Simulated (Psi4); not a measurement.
# BNH3F3 (SMILES [NH3+][B-](F)(F)F): B3LYP/6-31G(d) (spherical functions)

What is the vertical singlet–triplet gap of BNH3F3 at B3LYP/6-31G* (spherical functions)? 

The calculation is run with Psi4 1.11.

2 further runs of the same task are left out: 2 set aside as unsound or not needed.

## (1) Starting point

BNH3F3: 8 atoms, total charge 0, spin state singlet. SMILES: `[NH3+][B-](F)(F)F`. The coordinates come from a PBE0-D4/def2-TZVP relaxation.

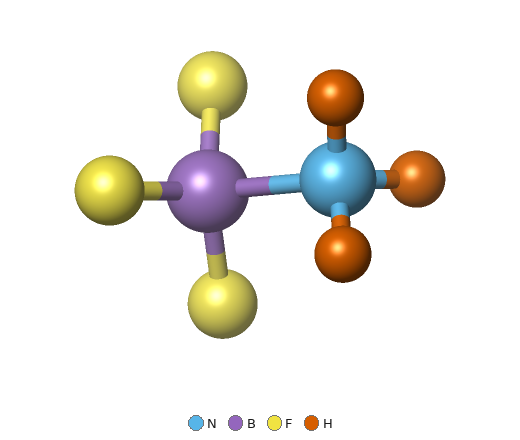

Viewed from a chosen angle; nitrogen blue, boron purple, fluorine yellow, hydrogen orange.

## (2) A single-point energy at B3LYP/6-31G(d) (spherical functions)

File run.py:

```python
import psi4

psi4.set_memory('1600 MB')
psi4.set_num_threads(1)
psi4.set_output_file('bf3h3n.out', False)

geom = psi4.geometry("""
0 1
N     -0.501800    -0.052400     0.645700
B      0.531500     0.038700    -0.668100
F      1.521100    -0.860400    -0.378100
F     -0.251400    -0.312100    -1.733900
F      0.943600     1.343300    -0.679400
H     -1.280300     0.587300     0.522000
H     -0.006300     0.194600     1.496700
H     -0.864300    -0.996100     0.739300
symmetry c1
no_reorient
no_com
""")

psi4.set_options({
    'basis': '6-31G*',
    'reference': 'rks',
    'puream': True,
    'e_convergence': 1e-09,
    'd_convergence': 1e-08,
    'scf_type': 'pk',
    'dft_radial_points': 99,
    'dft_spherical_points': 590,
})

E, wfn = psi4.energy('b3lyp', molecule=geom, return_wfn=True)
psi4.oeprop(wfn, 'LOWDIN_CHARGES', 'MULLIKEN_CHARGES', 'DIPOLE', title='B3LYP')
print(f'b3lyp energy: {E:.10f} Eh')
```

Command:

```
$ python run.py
```

bf3h3n.out:

```text
[...]
  Running in c1 symmetry.
[...]
  Nuclear repulsion =  191.439123084637203
[...]
  Multiplicity = 1
[...]
  Nalpha       = 21
  Nbeta        = 21
[...]
    Number of basis functions: 76
[...]
   @RKS iter   1:  -380.91065013468562   -4.02625e-01   1.03088e-02 ADIIS/DIIS
[...]
   @RKS iter  10:  -381.13122650511372    2.27374e-13   3.58733e-09 DIIS
[...]
    Orbital Energies [Eh]
    ---------------------
    Doubly Occupied:
       1A    -24.632874     2A    -24.632819     3A    -24.632805
       4A    -14.414956     5A     -6.833563     6A     -1.171457
       7A     -1.129171     8A     -1.129144     9A     -0.966992
      10A     -0.572630    11A     -0.572616    12A     -0.545467
      13A     -0.483626    14A     -0.465964    15A     -0.465952
      16A     -0.378051    17A     -0.378049    18A     -0.355643
      19A     -0.355627    20A     -0.350150    21A     -0.333006
[...]
  @RKS Final Energy:  -381.13122650511372
   => Energetics <=
    Nuclear Repulsion Energy =            191.4391230846372025
    One-Electron Energy =                -910.1891986475450267
    Two-Electron Energy =                 372.9564461332846577
    DFT Exchange-Correlation Energy =     -35.3375970754905921
    Empirical Dispersion Energy =           0.0000000000000000
    VV10 Nonlocal Energy =                  0.0000000000000000
    Total Energy =                       -381.1312265051137160
[...]
 Multipole Moments:
 ------------------------------------------------------------------------------------
     Multipole            Electronic (a.u.)      Nuclear  (a.u.)        Total (a.u.)
 ------------------------------------------------------------------------------------
 L = 1.  Multiply by 2.5417464519 to convert [e a0] to [Debye]
 Dipole X            :        -33.4486850           31.9622608           -1.4864242
 Dipole Y            :         -2.3038580            2.1726181           -0.1312399
 Dipole Z            :         41.9245260          -40.0342259            1.8903001
 Magnitude           :                                                    2.4083013
[...]
  Mulliken Charges: (a.u.)
   Center  Symbol    Alpha    Beta     Spin     Total
       1     N     3.92836  3.92836  0.00000 -0.85672
       2     B     2.12253  2.12253  0.00000  0.75494
       3     F     4.67235  4.67235  0.00000 -0.34471
       4     F     4.67238  4.67238  0.00000 -0.34476
       5     F     4.67238  4.67238  0.00000 -0.34476
       6     H     0.31066  0.31066  0.00000  0.37868
       7     H     0.31067  0.31067  0.00000  0.37866
       8     H     0.31067  0.31067  0.00000  0.37867
   Total alpha = 21.00000, Total beta = 21.00000, Total charge = -0.00000
[...]
```

The script printed:

```text
b3lyp energy: -381.1312265051 Eh
```

Wall time 14 s (1 thread of Intel Xeon Platinum 8488C (Sapphire Rapids), shared host); peak memory 1.1 GiB.

## (3) The triplet

File job.json:

```json
{
  "schema_name": "qcschema_input",
  "schema_version": 1,
  "molecule": {
    "schema_name": "qcschema_molecule",
    "schema_version": 2,
    "symbols": ["N", "B", "F", "F", "F", "H", "H", "H"],
    "geometry": [-0.94826457, -0.09902165, 1.22019616, 1.00438944, 0.0731324, -1.26252602, 2.87446241, -1.62592036, -0.71450545, -0.47507715, -0.58978352, -3.27659613, 1.78314557, 2.5384691, -1.28387993, -2.41941636, 1.10983615, 0.98643704, -0.01190527, 0.3677407, 2.82835309, -1.63329029, -1.88235619, 1.39707452],
    "molecular_charge": 0,
    "molecular_multiplicity": 3,
    "fix_symmetry": "c1"
  },
  "driver": "energy",
  "model": {
    "method": "b3lyp",
    "basis": "6-31G*"
  },
  "keywords": {
    "reference": "uks",
    "puream": true,
    "e_convergence": 1e-09,
    "d_convergence": 1e-08,
    "scf_type": "pk",
    "dft_radial_points": 99,
    "dft_spherical_points": 590,
    "maxiter": 200,
    "scf_properties": ["LOWDIN_CHARGES", "MAYER_INDICES", "MULLIKEN_CHARGES"]
  }
}
```

Command:

```
$ psi4 --qcschema job.json -n 1 --memory 1600MB
```

stdout, cut to the lines that bear on the results:

```text
[...]
  Running in c1 symmetry.
[...]
  Nuclear repulsion =  191.439123136867011
[...]
  Multiplicity = 3
[...]
  Nalpha       = 22
  Nbeta        = 20
[...]
    Number of basis functions: 76
[...]
   @UKS iter   1:  -380.55489840007465   -4.68736e-02   9.07986e-03 ADIIS/DIIS
[...]
   @UKS iter  17:  -380.79197057689157   -5.15001e-11   5.54423e-09 DIIS
[...]
   @S^2 Observed:                2.004558606E+00
[...]
  @UKS Final Energy:  -380.79197057689157
   => Energetics <=
    Nuclear Repulsion Energy =            191.4391231368670105
    One-Electron Energy =                -906.7984053801112623
    Two-Electron Energy =                 369.7606175421045691
    DFT Exchange-Correlation Energy =     -35.1933058757519177
    Empirical Dispersion Energy =           0.0000000000000000
    VV10 Nonlocal Energy =                  0.0000000000000000
    Total Energy =                       -380.7919705768915719
[...]
 Multipole Moments:
 ------------------------------------------------------------------------------------
     Multipole            Electronic (a.u.)      Nuclear  (a.u.)        Total (a.u.)
 ------------------------------------------------------------------------------------
 L = 1.  Multiply by 2.5417464519 to convert [e a0] to [Debye]
 Dipole X            :          4.0376679           -4.1662771           -0.1286092
 Dipole Y            :          0.3564066           -0.3675062           -0.0110996
 Dipole Z            :         -5.1345305            5.2976523            0.1631217
 Magnitude           :                                                    0.2080198
[...]
  Mulliken Charges: (a.u.)
   Center  Symbol    Alpha    Beta     Spin     Total
       1     N     3.80070  3.51129  0.28940 -0.31199
       2     B     2.11589  2.11864 -0.00275  0.76546
       3     F     4.69302  4.52952  0.16350 -0.22254
       4     F     4.69309  4.52944  0.16365 -0.22253
       5     F     4.69308  4.52946  0.16362 -0.22254
       6     H     0.66793  0.26057  0.40736  0.07149
       7     H     0.66813  0.26054  0.40760  0.07133
       8     H     0.66815  0.26053  0.40762  0.07131
   Total alpha = 22.00000, Total beta = 20.00000, Total charge = -0.00000
[...]
```

The result, in JSON:

```text
{
 "driver": "energy",
 "model": {
  "method": "b3lyp",
  "basis": "6-31G*"
 },
 "success": true,
 "return_result": -380.7919705768916,
 "properties": {
  "calcinfo_nbasis": 76,
  "calcinfo_nmo": 76,
  "calcinfo_nalpha": 22,
  "calcinfo_nbeta": 20,
  "calcinfo_natom": 8,
  "nuclear_repulsion_energy": 191.439123136867,
  "return_energy": -380.7919705768916,
  "scf_one_electron_energy": -906.7984053801113,
  "scf_two_electron_energy": 369.76061754210457,
  "scf_xc_energy": -35.19330587575192,
  "scf_dipole_moment": [-0.12860921415203208, -0.01109955731403145, 0.16312174806305357],
  "scf_total_energy": -380.7919705768916,
  "scf_iterations": 17
 }
}
```

It took 28 s on 1 thread of Intel Xeon Platinum 8488C (Sapphire Rapids), shared host; peak memory 1.1 GiB.

## (4) What came out

At B3LYP/6-31G* (spherical functions):

```
                                        quantity          value
                           singlet: total energy  -381.13123 Eh
                          singlet: dipole moment         6.12 D
                            singlet: HOMO energy       -9.06 eV
                            singlet: LUMO energy        0.67 eV
                          singlet: HOMO–LUMO gap        9.73 eV
                           triplet: total energy  -380.79197 Eh
                          triplet: dipole moment         0.53 D
     triplet: HOMO energy (highest over α and β)       -1.00 eV
                                   triplet: ⟨S²⟩          2.005
vertical energy of the triplet above the singlet       9.232 eV
```

What this shows: At this shape the triplet lies 9.23 eV (891 kJ/mol) above the singlet. Mulliken charges (singlet) run from -0.86 on N1 to +0.75 on B2. Mulliken charges (triplet) run from -0.31 on N1 to +0.77 on B2; they depend strongly on the basis.
